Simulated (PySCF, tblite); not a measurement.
**C5H8BNS: geometry, infrared bands and NMR shifts**

Wanted: the infrared bands and NMR shifts of C5H8BNS (`CSB(C#N)C1CC1`), by calculation.

Computed with tblite 0.8.0 and PySCF 2.14.0, with density-fitted response routines of our own, on a single molecule in the gas phase. Atoms count from 0, in the outputs and in this text.

### Step 1. The molecule as given

16 atoms, charge 0, multiplicity 1; geometry from: force field or distance geometry start.

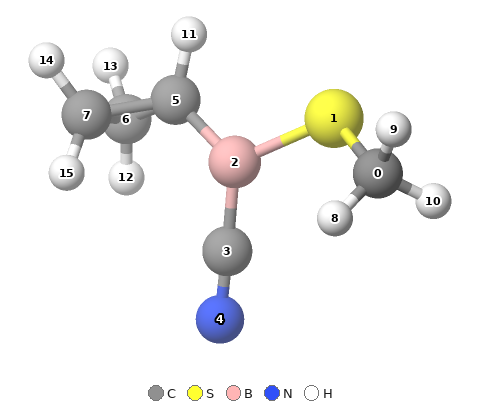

As it starts; carbon grey, sulfur yellow, boron pink, nitrogen blue, hydrogen white, atoms numbered.

### Step 2. Geometry optimisation with GFN2-xTB

Job settings and geometry (Å):

```
{"job": {"kind": "relax", "xc": "GFN2-xTB", "basis": "xTB"}, "charge": 0, "multiplicity": 1}
C      3.342900     0.126900     0.014000
S      1.787900     1.020700    -0.380000
B      0.278700    -0.084500    -0.175100
C      0.177800    -1.424900    -0.924100
N      0.095800    -2.463700    -1.461300
C     -1.045800     0.684300     0.193800
C     -2.365000     0.360900    -0.429500
C     -2.077400    -0.061400     1.013300
H      3.131800    -0.878900     0.440000
H      3.913300     0.733500     0.748800
H      3.890000     0.086400    -0.959700
H     -0.931800     1.732900     0.585800
H     -2.507000    -0.439700    -1.146600
H     -3.077800     1.226300    -0.463800
H     -2.651800     0.530700     1.792300
H     -1.969100    -1.140300     1.140900
```

On the command line:

```bash
$ OMP_NUM_THREADS=1 python probes_run.py task.json out
```

This one command runs all jobs of the session in turn.

What it wrote:

```text
step      E/eV     max force
  0    -601.31259    2.717
  1    -601.43935    7.194
  2    -601.66763    1.571
  3    -601.75288    0.998
  4    -601.79757    0.537
  5    -601.83745    0.536
  6    -601.86236    0.400
  7    -601.87793    0.329
  8    -601.88869    0.287
  9    -601.90059    0.303
 10    -601.91281    0.361
 11    -601.92715    0.326
 12    -601.94358    0.333
 13    -601.96241    0.344
 14    -601.98365    0.382
 15    -602.00484    0.358
 16    -602.02311    0.349
 17    -602.04053    0.419
 18    -602.05454    0.305
 19    -602.06365    0.254
 20    -602.06977    0.210
 21    -602.07523    0.218
 22    -602.08249    0.257
 23    -602.09263    0.316
 24    -602.10211    0.296
 25    -602.10760    0.241
 26    -602.11306    0.213
 27    -602.11888    0.163
 28    -602.12378    0.136
 29    -602.12743    0.151
 30    -602.12963    0.157
 31    -602.13130    0.141
 32    -602.13316    0.102
 33    -602.13503    0.099
 34    -602.13635    0.094
 35    -602.13725    0.100
 36    -602.13825    0.094
 37    -602.13976    0.123
 38    -602.14174    0.143
 39    -602.14355    0.113
 40    -602.14479    0.096
 41    -602.14573    0.095
 42    -602.14669    0.081
 43    -602.14774    0.117
 44    -602.14871    0.073
 45    -602.14958    0.069
 46    -602.15040    0.071
 47    -602.15116    0.057
 48    -602.15168    0.048
 49    -602.15198    0.041
 50    -602.15220    0.038
 51    -602.15248    0.044
 52    -602.15280    0.057
 53    -602.15309    0.054
 54    -602.15329    0.033
 55    -602.15344    0.032
 56    -602.15361    0.030
 57    -602.15385    0.047
 58    -602.15417    0.058
 59    -602.15455    0.055
 60    -602.15498    0.063
 61    -602.15541    0.056
 62    -602.15582    0.043
 63    -602.15621    0.051
 64    -602.15657    0.062
 65    -602.15690    0.062
 66    -602.15720    0.045
 67    -602.15745    0.039
 68    -602.15765    0.031
 69    -602.15780    0.027
 70    -602.15793    0.024
 71    -602.15803    0.022
 72    -602.15811    0.019
 73    -602.15818    0.023
 74    -602.15824    0.020
 75    -602.15830    0.021
 76    -602.15839    0.025
 77    -602.15849    0.029
 78    -602.15861    0.032
 79    -602.15877    0.032
 80    -602.15898    0.042
 81    -602.15925    0.044
 82    -602.15957    0.045
 83    -602.15990    0.050
 84    -602.16020    0.048
 85    -602.16047    0.050
 86    -602.16074    0.043
 87    -602.16103    0.066
 88    -602.16128    0.049
 89    -602.16149    0.036
 90    -602.16161    0.033
 91    -602.16170    0.027
 92    -602.16179    0.034
 93    -602.16188    0.025
 94    -602.16192    0.018
 95    -602.16195    0.018
 96    -602.16199    0.019
 97    -602.16205    0.026
 98    -602.16211    0.022
 99    -602.16216    0.018
100    -602.16221    0.021
101    -602.16225    0.022
102    -602.16233    0.024
103    -602.16248    0.038
104    -602.16273    0.050
105    -602.16304    0.055
106    -602.16331    0.056
107    -602.16346    0.065
108    -602.16355    0.032
109    -602.16360    0.045
110    -602.16369    0.019
111    -602.16374    0.015
112    -602.16378    0.009
```

Run time: 2.2 s. Hardware: 1 thread of Intel Xeon at 2.50GHz, shared host; peak memory 0.18 GiB.

The steps of the relaxation: (not every step is listed)

```tsv
step	energy from step 0 (eV)	largest force (eV/Å)
0	0.0000	2.7172
1	-0.1268	7.1939
2	-0.3550	1.5708
3	-0.4403	0.9980
4	-0.4850	0.5369
5	-0.5249	0.5358
6	-0.5498	0.3995
7	-0.5653	0.3292
8	-0.5761	0.2866
17	-0.7279	0.4189
26	-0.8005	0.2129
35	-0.8247	0.1003
44	-0.8361	0.0731
53	-0.8405	0.0539
62	-0.8432	0.0435
71	-0.8454	0.0216
80	-0.8464	0.0420
89	-0.8489	0.0361
98	-0.8495	0.0221
107	-0.8509	0.0645
108	-0.8510	0.0324
109	-0.8510	0.0449
110	-0.8511	0.0194
111	-0.8511	0.0151
112	-0.8512	0.0087
```

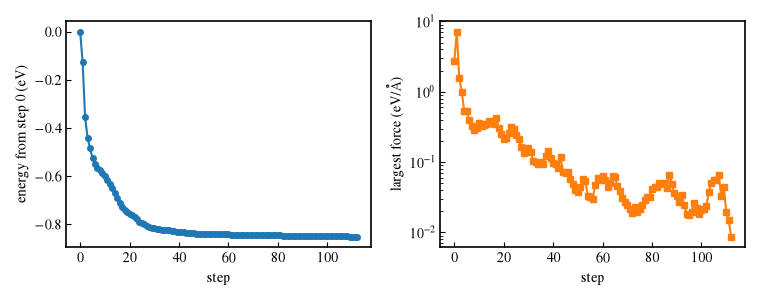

Energy and force, step by step.

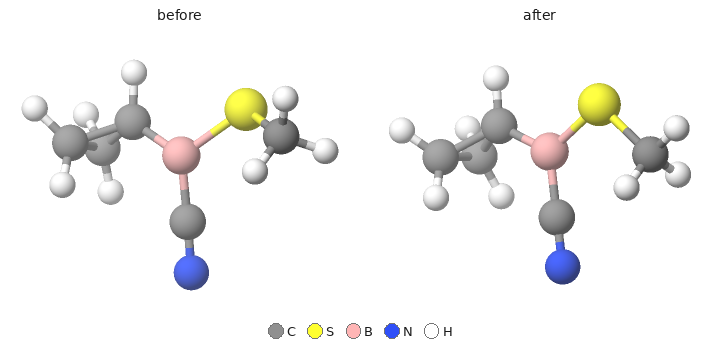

Before and after, at one scale.

Close pairs (by a distance rule), those that changed most:

```tsv
bond	before (Å)	after (Å)	change (Å)
S1–B2	1.882	1.774	-0.108
C7–H14	1.135	1.079	-0.056
C6–C7	1.531	1.482	-0.049
C6–H13	1.122	1.079	-0.042
C5–H11	1.125	1.086	-0.040
C0–H10	1.118	1.085	-0.032
C0–H8	1.113	1.085	-0.028
C5–C6	1.494	1.521	+0.027
```

The next job starts from the end point, and lists it.

### Step 3. Harmonic vibrations with GFN2-xTB

Job settings and geometry (Å):

```
{"job": {"kind": "ir", "xc": "GFN2-xTB", "basis": "xTB"}, "charge": 0, "multiplicity": 1}
C      3.148693     0.005259    -0.199860
S      1.793097     1.117571     0.320608
B      0.324194     0.160192     0.052817
C      0.450303    -1.262333    -0.464351
N      0.564297    -2.340284    -0.846317
C     -1.068892     0.764672     0.358273
C     -2.266020     0.415985    -0.512698
C     -2.198129    -0.116047     0.868482
H      3.032243    -0.967267     0.266407
H      4.075265     0.469420     0.120980
H      3.135513    -0.092552    -1.280810
H     -1.082738     1.778004     0.747771
H     -2.109383    -0.268728    -1.332760
H     -2.962779     1.210399    -0.732880
H     -2.848340     0.302743     1.621034
H     -1.994923    -1.168090     1.001893
```

What it wrote:

```text
mode    cm-1     km/mol
  1      51.4      1.40
  2      55.9      1.34
  3      97.1      3.06
  4      97.5      2.26
  5     129.1      5.35
  6     141.2      8.91
  7     254.1      0.08
  8     295.6     11.37
  9     305.6      0.15
 10     468.1      6.63
 11     532.3     22.01
 12     577.0      1.96
 13     720.7      7.82
 14     805.9      0.37
 15     869.7      6.46
 16     907.3      0.50
 17     933.2     31.39
 18     940.5      1.15
 19     959.0     16.67
 20     991.2     38.04
 21    1012.5    168.84
 22    1068.2      4.71
 23    1071.0      0.69
 24    1112.0      0.34
 25    1161.3      0.25
 26    1174.9     42.48
 27    1257.0      2.26
 28    1322.4      1.93
 29    1351.0     50.77
 30    1438.6      0.05
 31    1443.7      6.01
 32    1451.4      7.05
 33    1481.7      6.02
 34    2336.7     60.90
 35    3027.5     30.07
 36    3043.1      2.30
 37    3052.0      3.65
 38    3063.7      2.20
 39    3087.7     14.64
 40    3089.6     22.09
 41    3091.3      5.62
 42    3109.9     53.22
```

It took 1.8 s on 1 thread of Intel Xeon at 2.50GHz, shared host; peak memory 0.18 GiB.

The strongest bands and the atoms that carry them (share of the mass-weighted mode):

```tsv
cm⁻¹	km/mol	atoms
933	31.4	B2 38 %, C5 11 %
991	38.0	B2 36 %, H11 16 %
1012	168.8	C5 26 %, C7 19 %, C6 18 %
1175	42.5	B2 53 %, C5 16 %, H11 10 %
1351	50.8	C5 40 %, H11 13 %
2337	60.9	C3 58 %, N4 41 %
3028	30.1	H11 92 %
3110	53.2	H14 27 %, H15 21 %, H13 20 %, H12 20 %
```

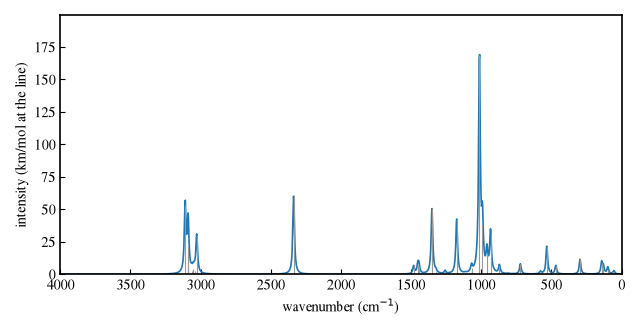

The infrared spectrum from these modes, unscaled. Lines are broadened to a width of 14 cm⁻¹ (Lorentzian).

### Step 4. Shielding tensors: PBE0/pcSseg-1

Settings changed since step 3:

```diff
@@ -1,2 +1,2 @@
-{"job": {"kind": "ir", "xc": "GFN2-xTB", "basis": "xTB"}, "charge": 0, "multiplicity": 1}
+{"job": {"kind": "nmr", "xc": "PBE0", "basis": "pcSseg-1"}, "charge": 0, "multiplicity": 1}
 C      3.148693     0.005259    -0.199860
```

Level: GIAO PBE0/pcSseg-1 NMR shielding, non-relativistic, gas phase.

What it wrote:

```text
coarse grid: 14168 points
cycle   1  E = -672.5331124121  dE =  1.005e+00  |g| = 3.839e-01  |ddm| = 3.614e+00
cycle   2  E = -672.4813671648  dE =  5.175e-02  |g| = 6.332e-01  |ddm| = 7.352e-01
cycle   3  E = -672.5677280083  dE = -8.636e-02  |g| = 1.565e-01  |ddm| = 4.340e-01
cycle   4  E = -672.5728351963  dE = -5.107e-03  |g| = 5.088e-02  |ddm| = 1.323e-01
cycle   5  E = -672.5734141373  dE = -5.789e-04  |g| = 1.125e-02  |ddm| = 4.464e-02
cycle   6  E = -672.5734460293  dE = -3.189e-05  |g| = 2.505e-03  |ddm| = 1.452e-02
cycle   7  E = -672.5734473374  dE = -1.308e-06  |g| = 9.144e-04  |ddm| = 3.329e-03
final grid: 132968 points
cycle   8  E = -672.6207470036  dE = -3.807e-05  |g| = 9.743e-03  |ddm| = 3.369e-02
cycle   9  E = -672.6207294785  dE =  1.753e-05  |g| = 1.276e-02  |ddm| = 1.865e-02
cycle  10  E = -672.6207711122  dE = -4.163e-05  |g| = 8.795e-04  |ddm| = 1.142e-02
cycle  11  E = -672.6207712408  dE = -1.286e-07  |g| = 6.116e-04  |ddm| = 1.144e-03
cycle  12  E = -672.6207713176  dE = -7.679e-08  |g| = 1.436e-04  |ddm| = 3.944e-04
cycle  13  E = -672.6207713220  dE = -4.386e-09  |g| = 4.156e-05  |ddm| = 1.528e-04
cycle  14  E = -672.6207713224  dE = -4.438e-10  |g| = 1.072e-05  |ddm| = 4.891e-05
converged SCF energy = -672.6207713224

GIAO shielding tensors (ppm)
atom      isotropic    diamagn.    paramagn.     s11        s22        s33       span
  0 C      165.819     250.941     -85.122    151.487    159.032    186.940     35.453
  1 S      412.820    1058.909    -646.089     93.154    533.290    612.017    518.864
  2 B       42.418     191.946    -149.528    -39.106     56.996    109.365    148.471
  3 C       60.655     263.580    -202.925    -58.810    -51.358    292.133    350.943
  4 N     -113.020     339.612    -452.632   -273.530   -253.636    188.106    461.635
  5 C      171.682     250.796     -79.114    117.808    179.794    217.443     99.636
  6 C      173.884     253.076     -79.192    146.793    175.925    198.935     52.142
  7 C      173.943     253.109     -79.167    146.979    175.742    199.107     52.129
  8 H       28.856      30.088      -1.232     24.089     27.938     34.542     10.453
  9 H       29.470      27.896       1.574     24.102     26.845     37.463     13.361
 10 H       29.015      29.661      -0.646     24.262     27.003     35.780     11.519
 11 H       30.833      31.922      -1.089     23.583     29.933     38.981     15.399
 12 H       30.621      31.733      -1.112     24.604     28.535     38.722     14.118
 13 H       30.621      29.970       0.651     24.877     26.319     40.666     15.789
 14 H       30.624      29.958       0.666     24.874     26.331     40.665     15.791
 15 H       30.568      31.728      -1.160     24.524     28.491     38.689     14.166
```

Wall time 76 s (1 thread of Intel Xeon at 2.50GHz, shared host); peak memory 0.82 GiB.

Shifts follow as δ = σ(reference) − σ, with reference shieldings (ppm) from runs at the same level and on the same kind of geometry: ¹H TMS 31.72, ¹³C TMS 186.9, ¹⁵N NH3 267.7, ¹¹B BF3·OEt2 100.1, ³³S CS2 504. The references are single molecules in the gas phase, so shifts against H2O, NH3, PH3, H3PO4 or CFCl3 are not on the usual liquid scales and can be off by tens of ppm. Atoms listed in one row are averaged.

```tsv
atoms	environment	σ (ppm)	δ (ppm)	δ scaled to CDCl3
C3	nitrile carbon	60.7	126.3	121.3
C0	methyl carbon bonded to S	165.8	21.1	14.3
C5	three-membered-ring carbon	171.7	15.2	13.0
C6, C7	three-membered-ring carbon	173.9	13.0	10.8
H8, H9, H10	hydrogen on a methyl carbon bonded to S	29.11	2.60	2.56
H12, H15	hydrogen on a three-membered-ring carbon	30.59	1.12	1.16
H13, H14	hydrogen on a three-membered-ring carbon	30.62	1.09	1.14
H11	hydrogen on a three-membered-ring carbon	30.83	0.88	0.94
S1	sulfur bonded to C, B	413	91	–
B2	boron bonded to 2 C, S	42.4	57.6	–
N4	nitrile nitrogen	-113.0	380.7	–
```

The scaled column applies a straight-line fit of computed shieldings to shifts measured in CDCl3, with any fitted terms for Cl, Br or S neighbours (root-mean-square error 0.16 ppm for H, 1.9 ppm for C).

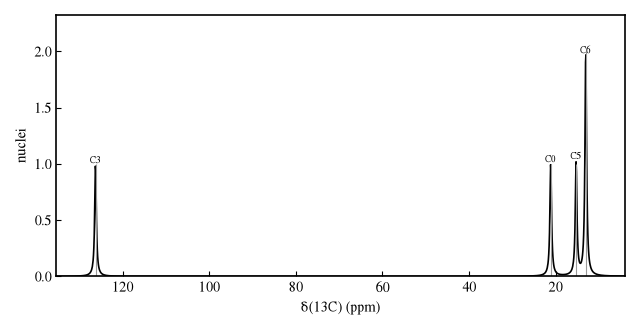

¹³C lines at the computed shifts, without couplings. Lines are broadened to a width of 0.45 ppm (Lorentzian).

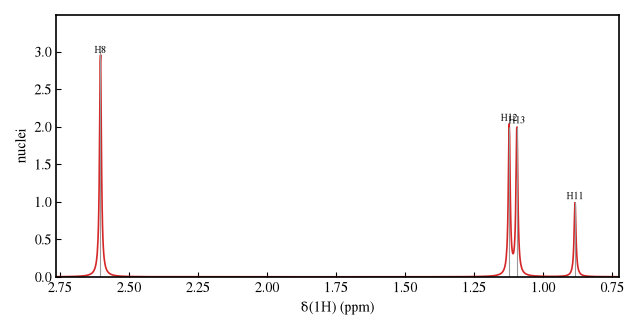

¹H lines at the computed shifts, without couplings. Lines are broadened to a width of 0.01 ppm (Lorentzian).

The run also stored atomic charges by several schemes (e):

```tsv
atoms	Mulliken	IAO	Hirshfeld	ESP fit
C0	-0.39	-0.50	-0.11	-0.22
S1	-0.17	0.17	0.02	-0.15
B2	0.58	0.01	0.13	-0.02
C3	-0.12	0.03	0.01	0.55
N4	-0.22	-0.20	-0.19	-0.52
C5	-0.47	-0.26	-0.12	-0.20
C6, C7	-0.20	-0.27	-0.08	-0.26
```

Mulliken charges:

C0 -0.39; S1 -0.17; B2 0.58; C3 -0.12; N4 -0.22; C5 -0.47; C6 -0.20; C7 -0.20; H8 0.17; H9 0.16; H10 0.16; H11 0.14; H12 0.14; H13 0.14; H14 0.14; H15 0.14

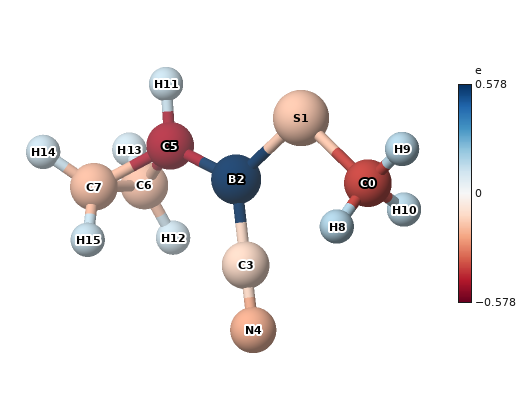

Mulliken charges, as colours on the atoms.

Mayer bond orders: C0–S1 1.00, S1–B2 1.23, B2–C3 0.91, C3–N4 2.89, B2–C5 0.98, C5–C6 0.93, C6–C7 0.99, C7–C5 0.93.

Ring of atoms C5, C6, C7: NICS(0) -43.8, NICS(1) -8.0, NICS(1)zz -24.4 ppm (means of both faces).

In rings of three or four atoms NICS is ruled by the nearby σ bonds, so it says little on aromaticity.

### Step 5. Summary of results

| quantity | value |
| --- | --- |
| strongest single infrared mode (GFN2-xTB) | 1012 cm⁻¹, 169 km/mol |
| zero-point energy (GFN2-xTB) | 76.3 kcal/mol |
| ¹³C shifts against TMS (PBE0/pcSseg-1, means over atoms taken as alike) | 126.3, 21.1, 15.2, 13.0 ppm |
| ¹H shifts against TMS (PBE0/pcSseg-1, means over atoms taken as alike) | 2.60, 1.12, 1.09, 0.88 ppm |
| ³³S shifts against CS2 (PBE0/pcSseg-1) | 91 ppm |
| ¹¹B shifts against BF3·OEt2 (PBE0/pcSseg-1) | 57.6 ppm |
| ¹⁵N shifts against NH3 (PBE0/pcSseg-1) | 380.7 ppm |

In words: Relaxing lowered the energy by 0.851 eV in 112 steps; the close pair that moved most is S1–B2, from 1.882 to 1.774 Å. No mode is imaginary among the 42: a minimum at this level. The strongest single mode, at 1012 cm⁻¹, has its largest shares on C5, C7 and C6 (the list is cut at 3 atoms). Unscaled tight-binding wavenumbers are off by several per cent, some by more. Its intensities can rank the bands wrongly. At PBE0/pcSseg-1: The widest tensor belongs to S1: span 519 ppm, with a paramagnetic part of -646 ppm.
